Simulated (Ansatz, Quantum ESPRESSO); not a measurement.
## Lattice dynamics of AlBiTe3 (Pm-3m) in two programs

How does AlBiTe3 (Pm-3m) vibrate, and is this structure a minimum?

Program: Quantum ESPRESSO 7.5. Level of theory: DFT LDA, scalar-relativistic, plane waves, JTH PAW pseudopotentials. Results are calculated unless marked as measured.

The structure was built from a prototype and need not be the compound's stable phase.

**1. Set-up**

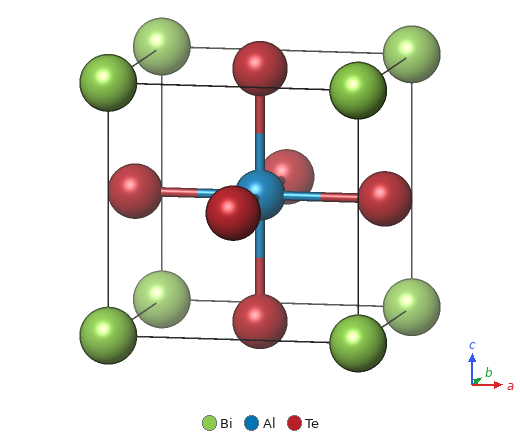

The starting structure, seen slightly off an axis (bismuth green, aluminium blue, tellurium red). Some periodic images of atoms are drawn too.

**2. A probe with smearing**

Before anything dear is run, a loose run with smearing shows whether this is a metal and how far the cell is from rest.

The input, probe.in:

```
&CONTROL
  calculation = 'scf'
  prefix      = 'x'
  outdir      = './tmp'
  pseudo_dir  = './pseudo'
  tprnfor     = .true.
  tstress     = .true.
  verbosity   = 'high'
/
&SYSTEM
  ibrav       = 0
  nat         = 5
  ntyp        = 3
  ecutwfc     = 40.0
  ecutrho     = 200.0
  occupations = 'smearing'
  smearing    = 'gaussian'
  degauss     = 0.01
/
&ELECTRONS
  conv_thr         = 1.0d-07
  mixing_beta      = 0.7
  electron_maxstep = 100
/
ATOMIC_SPECIES
 Bi    208.9804  Bi.upf
 Al     26.9815  Al.upf
 Te    127.6000  Te.upf
CELL_PARAMETERS angstrom
     5.335000000    0.000000000    0.000000000
     0.000000000    5.335000000    0.000000000
     0.000000000    0.000000000    5.335000000
ATOMIC_POSITIONS crystal
 Bi     0.000000000   0.000000000   0.000000000
 Al     0.500000000   0.500000000   0.500000000
 Te     0.500000000   0.500000000   0.000000000
 Te     0.500000000   0.000000000   0.500000000
 Te     0.000000000   0.500000000   0.500000000
K_POINTS automatic
 4 4 4 0 0 0
```

On the command line:

```bash
> OMP_NUM_THREADS=1 mpirun -n 4 pw.x -nk 4 -in probe.in > probe.out
```

Log:

```text
[banners, grids, parts of the stress and lines that vanish by symmetry left out]
Program PWSCF v.7.5
     file Bi.upf: wavefunction(s)  6S 0S 6P 0P 5D 0D renormalized
     file Al.upf: wavefunction(s)  3S 0S 3P 0P renormalized
[...]
kinetic-energy cutoff     =      40.0000  Ry
     charge density cutoff     =     200.0000  Ry
     scf convergence threshold =      1.0E-07
[...]
Exchange-correlation= SLA PW NOGX NOGC
                           (   1   4   0   0   0   0   0)
[...]
48 Sym. Ops., with inversion, found
[...]
(     0          1          0      )
                  (     0          0          1      )
[...]
(  0.0000000  1.0000000  0.0000000 )
                  (  0.0000000  0.0000000  1.0000000 )
[...]
(     0         -1          0      )
[...]
( -1.0000000  0.0000000  0.0000000 )
                  (  0.0000000  1.0000000  0.0000000 )
[...]
number of k points=    10  Gaussian smearing, width (Ry)=  0.0100
[...]
End of self-consistent calculation
[...]
the Fermi energy is     6.5445 ev
!    total energy              =   -1974.91040657 Ry
[...]
convergence has been achieved in   8 iterations
[...]
atom    1 type  1   force =     0.00000000    0.00000000    0.00000000
     atom    2 type  2   force =     0.00000000    0.00000000    0.00000000
     atom    3 type  3   force =     0.00000000    0.00000000    0.00000000
     atom    4 type  3   force =     0.00000000    0.00000000    0.00000000
     atom    5 type  3   force =     0.00000000    0.00000000    0.00000000
[...]
Total force =     0.000000     Total SCF correction =     0.000000
[...]
total   stress  (Ry/bohr**3)                   (kbar)     P=      -31.35
[...]
XML data file, charge density, pseudopotentials, collected wavefunctions

   JOB DONE.
```

It took 4.5 s on 4 MPI ranks of AMD EPYC 9R45, shared host.

This step gave:

```
volume per atom   : 30.37 Å³
pressure          : -3.135 GPa
gap on the k-mesh : 0 eV
```

No gap opens on this mesh, so smearing is kept; the start stands at -3.1 GPa.

**3. Relaxation**

The relaxation runs at a cutoff a fifth above that of the response, since stress converges more slowly with the basis than frequencies do. Forces and stress are brought to rest with tight thresholds.

The input, relax.in:

```
&CONTROL
  calculation   = 'vc-relax'
  prefix        = 'x'
  outdir        = './tmp'
  pseudo_dir    = './pseudo'
  tprnfor       = .true.
  tstress       = .true.
  forc_conv_thr = 2.0d-05
  etot_conv_thr = 1.0d-07
  nstep         = 40
/
&SYSTEM
  ibrav       = 0
  nat         = 5
  ntyp        = 3
  ecutwfc     = 48
  ecutrho     = 240.0
  occupations = 'smearing'
  smearing    = 'gaussian'
  degauss     = 0.02
/
&ELECTRONS
  conv_thr         = 1.0d-11
  mixing_beta      = 0.7
  electron_maxstep = 100
/
&IONS
/
&CELL
  press_conv_thr = 0.2
/
ATOMIC_SPECIES
 Bi    208.9804  Bi.upf
 Al     26.9815  Al.upf
 Te    127.6000  Te.upf
CELL_PARAMETERS angstrom
     5.335000000    0.000000000    0.000000000
     0.000000000    5.335000000    0.000000000
     0.000000000    0.000000000    5.335000000
ATOMIC_POSITIONS crystal
 Bi     0.000000000   0.000000000   0.000000000
 Al     0.500000000   0.500000000   0.500000000
 Te     0.500000000   0.500000000   0.000000000
 Te     0.500000000   0.000000000   0.500000000
 Te     0.000000000   0.500000000   0.500000000
K_POINTS automatic
 6 6 6 0 0 0
```

On the command line:

```bash
> OMP_NUM_THREADS=1 mpirun -n 4 pw.x -nk 4 -in relax.in > relax.out
```

Log:

```text
[banners, grids, parts of the stress and lines that vanish by symmetry left out]
[banner, memory and clock lines left out]
Program PWSCF v.7.5

[...]
kinetic-energy cutoff     =      48.0000  Ry
     charge density cutoff     =     240.0000  Ry
     scf convergence threshold =      1.0E-11
[...]
energy convergence thresh.=      1.0E-07
     force convergence thresh. =      2.0E-05
     press convergence thresh. =      2.0E-01
     Exchange-correlation= SLA PW NOGX NOGC
                           (   1   4   0   0   0   0   0)
[...]
48 Sym. Ops., with inversion, found
[...]
number of k points=    20  Gaussian smearing, width (Ry)=  0.0200
[...]
End of self-consistent calculation
[...]
the Fermi energy is     6.5979 ev
!    total energy              =   -1974.91599965 Ry
[...]
convergence has been achieved in  12 iterations
[...]
atom    1 type  1   force =     0.00000000    0.00000000    0.00000000
     atom    2 type  2   force =     0.00000000    0.00000000    0.00000000
     atom    3 type  3   force =     0.00000000    0.00000000    0.00000000
     atom    4 type  3   force =     0.00000000    0.00000000    0.00000000
     atom    5 type  3   force =     0.00000000    0.00000000    0.00000000
     Total force =     0.000000     Total SCF correction =     0.000000
[...]
total   stress  (Ry/bohr**3)                   (kbar)     P=      -31.35
[...]
number of bfgs steps    =   0
[...]
CELL_PARAMETERS (angstrom)
[...]
ATOMIC_POSITIONS (crystal)
Bi               0.0000000000        0.0000000000        0.0000000000
Al               0.5000000000        0.5000000000        0.5000000000
Te               0.5000000000        0.5000000000        0.0000000000
Te               0.5000000000        0.0000000000        0.5000000000
[...]
New effective cutoffs (rho, wfc):  242.22   48.51
[...]
End of self-consistent calculation
[...]
the Fermi energy is     6.7973 ev
!    total energy              =   -1974.91911778 Ry
[...]
convergence has been achieved in  20 iterations
[...]
atom    1 type  1   force =     0.00000000    0.00000000    0.00000000
     atom    2 type  2   force =     0.00000000    0.00000000    0.00000000
     atom    3 type  3   force =     0.00000000    0.00000000    0.00000000
     atom    4 type  3   force =     0.00000000    0.00000000    0.00000000
     atom    5 type  3   force =     0.00000000    0.00000000    0.00000000
     Total force =     0.000000     Total SCF correction =     0.000000
[...]
total   stress  (Ry/bohr**3)                   (kbar)     P=      -24.85
[...]
number of bfgs steps    =   1
[...]
CELL_PARAMETERS (angstrom)
[...]
ATOMIC_POSITIONS (crystal)
[...]
New effective cutoffs (rho, wfc):  246.16   49.29
[...]
End of self-consistent calculation
[...]
the Fermi energy is     7.1039 ev
!    total energy              =   -1974.92231955 Ry
[...]
convergence has been achieved in  26 iterations
[...]
atom    1 type  1   force =     0.00000000    0.00000000    0.00000000
     atom    2 type  2   force =     0.00000000    0.00000000    0.00000000
     atom    3 type  3   force =     0.00000000    0.00000000    0.00000000
     atom    4 type  3   force =     0.00000000    0.00000000    0.00000000
[...]
Total force =     0.000000     Total SCF correction =     0.000000
[...]
total   stress  (Ry/bohr**3)                   (kbar)     P=      -13.95
[...]
number of bfgs steps    =   2
[...]
CELL_PARAMETERS (angstrom)
[...]
ATOMIC_POSITIONS (crystal)
[...]
New effective cutoffs (rho, wfc):  251.16   50.30
[...]
End of self-consistent calculation
[...]
the Fermi energy is     7.4951 ev
!    total energy              =   -1974.92359254 Ry
[...]
convergence has been achieved in  22 iterations
[...]
Total force =     0.000000     Total SCF correction =     0.000000
[...]
total   stress  (Ry/bohr**3)                   (kbar)     P=        1.59
[...]
number of bfgs steps    =   3
[...]
CELL_PARAMETERS (angstrom)
[...]
ATOMIC_POSITIONS (crystal)
[...]
New effective cutoffs (rho, wfc):  250.65   50.19
[...]
End of self-consistent calculation
[...]
the Fermi energy is     7.4552 ev
!    total energy              =   -1974.92360739 Ry
[...]
convergence has been achieved in  18 iterations
[...]
Total force =     0.000000     Total SCF correction =     0.000000
[...]
total   stress  (Ry/bohr**3)                   (kbar)     P=       -0.08
[...]
number of bfgs steps    =   4
[...]
CELL_PARAMETERS (angstrom)
[...]
ATOMIC_POSITIONS (crystal)
[...]
New effective cutoffs (rho, wfc):  250.68   50.20
[...]
End of self-consistent calculation
[...]
the Fermi energy is     7.4572 ev
!    total energy              =   -1974.92360743 Ry
[...]
convergence has been achieved in  13 iterations
[...]
atom    3 type  3   force =     0.00000000    0.00000000    0.00000000
     atom    4 type  3   force =     0.00000000    0.00000000    0.00000000
     atom    5 type  3   force =     0.00000000    0.00000000    0.00000000
     Total force =     0.000000     Total SCF correction =     0.000000
[...]
total   stress  (Ry/bohr**3)                   (kbar)     P=        0.00
[...]
bfgs converged in   6 scf cycles and   5 bfgs steps
[...]
End of BFGS Geometry Optimization
     Final enthalpy           =   -1974.9236074335 Ry
     File ./tmp/x.bfgs deleted, as requested
[...]
CELL_PARAMETERS (angstrom)
[...]
ATOMIC_POSITIONS (crystal)
[...]
Te               0.5000000000        0.0000000000        0.5000000000
Te               0.0000000000        0.5000000000        0.5000000000
[...]
Final scf calculation at the relaxed structure.
[...]
kinetic-energy cutoff     =      48.0000  Ry
     charge density cutoff     =     240.0000  Ry
     scf convergence threshold =      1.0E-13
[...]
press convergence thresh. =      2.0E-01
     Exchange-correlation= SLA PW NOGX NOGC
                           (   1   4   0   0   0   0   0)
[...]
48 Sym. Ops., with inversion, found
[...]
number of k points=    20  Gaussian smearing, width (Ry)=  0.0200
[...]
End of self-consistent calculation
[...]
the Fermi energy is     7.4572 ev
!    total energy              =   -1974.92315509 Ry
[...]
convergence has been achieved in  13 iterations
[...]
atom    1 type  1   force =     0.00000000    0.00000000    0.00000000
     atom    2 type  2   force =     0.00000000    0.00000000    0.00000000
     atom    3 type  3   force =     0.00000000    0.00000000    0.00000000
     atom    4 type  3   force =     0.00000000    0.00000000    0.00000000
     atom    5 type  3   force =     0.00000000    0.00000000    0.00000000
     Total force =     0.000000     Total SCF correction =     0.000000
[...]
total   stress  (Ry/bohr**3)                   (kbar)     P=        0.36
[...]
XML data file, charge density, pseudopotentials, collected wavefunctions
```

It took 69 s on 4 MPI ranks.

The steps of the relaxation:

| step | energy less that of the first step (eV) | largest force (eV/Å) | pressure (GPa) | volume (Å³) |
| --- | --- | --- | --- | --- |
| 1 | 0.0000 | 0.0000 | -3.14 | 151.85 |
| 2 | -0.0424 | 0.0000 | -2.49 | 149.43 |
| 3 | -0.0860 | 0.0000 | -1.40 | 145.86 |
| 4 | -0.1033 | 0.0000 | 0.16 | 141.53 |
| 5 | -0.1035 | 0.0000 | -0.01 | 141.96 |
| 6 | -0.1035 | 0.0000 | 0.00 | 141.94 |
| 7 | -0.0974 | 0.0000 | 0.04 | 141.94 |

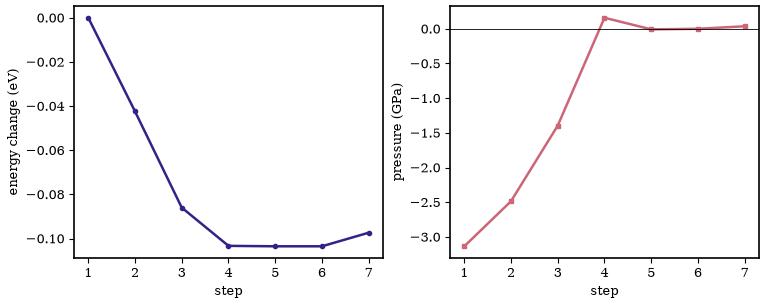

Energy and pressure along the relaxation.

| conventional cell, symmetrised | before | after | change |
| --- | --- | --- | --- |
| a (Å) | 5.335 | 5.216 | -2.2 % |
| b (Å) | 5.335 | 5.216 | -2.2 % |
| c (Å) | 5.335 | 5.216 | -2.2 % |
| volume (Å³/atom) | 30.37 | 28.39 | -6.5 % |

Final coordinates:

```cif
data_structure
_symmetry_space_group_name_H-M 'P 1'
_symmetry_Int_Tables_number 1
_cell_length_a 5.2163
_cell_length_b 5.2163
_cell_length_c 5.2163
_cell_angle_alpha 90.000
_cell_angle_beta 90.000
_cell_angle_gamma 90.000
_cell_volume 141.94
loop_
_atom_site_label
_atom_site_type_symbol
_atom_site_fract_x
_atom_site_fract_y
_atom_site_fract_z
_atom_site_occupancy
Bi1 Bi 0.00000 0.00000 0.00000 1
Al2 Al 0.50000 0.50000 0.50000 1
Te3 Te 0.50000 0.50000 0.00000 1
Te4 Te 0.50000 0.00000 0.50000 1
Te5 Te 0.00000 0.50000 0.50000 1
```

The last row of the table of steps is pw.x's closing run on a basis chosen anew for the final cell, so its energy can jump.

Numbers from this step:

```
volume per atom : 28.39 Å³
pressure        : 0.036 GPa
```

The volume changes by -6.5 % from the cell with which this run began.

**4. Self-consistent run for the response**

Perturbation theory inherits every error of the wavefunctions, so the threshold is set near the limit of the arithmetic. Smearing stays on, as the first look found no gap above 0.3 eV.

The input, scf.in:

```
&CONTROL
  calculation = 'scf'
  prefix      = 'x'
  outdir      = './tmp'
  pseudo_dir  = './pseudo'
  tprnfor     = .true.
  tstress     = .true.
/
&SYSTEM
  ibrav       = 0
  nat         = 5
  ntyp        = 3
  ecutwfc     = 40.0
  ecutrho     = 200.0
  occupations = 'smearing'
  smearing    = 'gaussian'
  degauss     = 0.02
/
&ELECTRONS
  conv_thr         = 1.0d-12
  mixing_beta      = 0.7
  electron_maxstep = 100
/
ATOMIC_SPECIES
 Bi    208.9804  Bi.upf
 Al     26.9815  Al.upf
 Te    127.6000  Te.upf
CELL_PARAMETERS angstrom
     5.216346270    0.000000000    0.000000000
     0.000000000    5.216346270    0.000000000
     0.000000000    0.000000000    5.216346270
ATOMIC_POSITIONS crystal
 Bi     0.000000000   0.000000000   0.000000000
 Al     0.500000000   0.500000000   0.500000000
 Te     0.500000000   0.500000000   0.000000000
 Te     0.500000000   0.000000000   0.500000000
 Te     0.000000000   0.500000000   0.500000000
K_POINTS automatic
 6 6 6 0 0 0
```

On the command line:

```bash
> OMP_NUM_THREADS=1 mpirun -n 4 pw.x -nk 4 -in scf.in > scf.out
```

Log:

```text
[banners, grids, parts of the stress and lines that vanish by symmetry left out]
[banner, memory and clock lines left out]
Program PWSCF v.7.5

[...]
kinetic-energy cutoff     =      40.0000  Ry
     charge density cutoff     =     200.0000  Ry
     scf convergence threshold =      1.0E-12
[...]
Exchange-correlation= SLA PW NOGX NOGC
                           (   1   4   0   0   0   0   0)
[...]
48 Sym. Ops., with inversion, found
[...]
number of k points=    20  Gaussian smearing, width (Ry)=  0.0200
[...]
End of self-consistent calculation
[...]
the Fermi energy is     7.4573 ev
!    total energy              =   -1974.92250754 Ry
[...]
convergence has been achieved in  11 iterations
[...]
atom    1 type  1   force =     0.00000000    0.00000000    0.00000000
     atom    2 type  2   force =     0.00000000    0.00000000    0.00000000
     atom    3 type  3   force =     0.00000000    0.00000000    0.00000000
     atom    4 type  3   force =     0.00000000    0.00000000    0.00000000
     atom    5 type  3   force =     0.00000000    0.00000000    0.00000000
     Total force =     0.000000     Total SCF correction =     0.000000
[...]
total   stress  (Ry/bohr**3)                   (kbar)     P=        0.21
[...]
XML data file, charge density, pseudopotentials, collected wavefunctions
```

The job ended after 6.3 s (4 MPI ranks; 24 s of CPU time).

This step gave:

```yaml
pressure: 0.021 GPa
```

The cell stands at 0.021 GPa, close enough for phonons.

[end of part 1 of 3]

[Host names and launcher messages were left out of these logs when they were recorded.]

[Logs are printed without paths, hosts, clocks, repeated set-up lines and the standing remarks that a program may print on its own settings, such as how far it seeks lower states.]

[Hosts, paths, dates, database ids (printed as entryN), source tags and the programs' standing remarks are cut or masked in the printed files.]
